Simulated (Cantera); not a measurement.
A closed system holds: 1 mol Al(CH3)3, 17 mol N2, at 133 Pa.

Equilibrium computed with Cantera from the NASA thermochemical tables; the gas is ideal and each condensed phase is pure. Candidate condensed phases: Al, AlN, C, C6H6, C7H8, C8H18; 97 gas species. The feed counts by its element totals alone. Kinetics and transport are ignored.

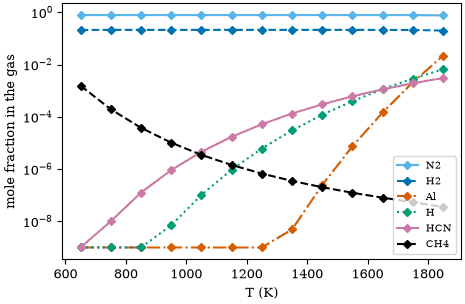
Figure. Equilibrium gas composition (values under 1e-9 drawn at 1e-9)

Problem. Read off the mole fractions at 1750 K.

Solution. N2 about 0.78, H2 about 0.21, H about 0.0029, Al about 0.0021, HCN about 0.0019, CH4 about 5.4e-8.
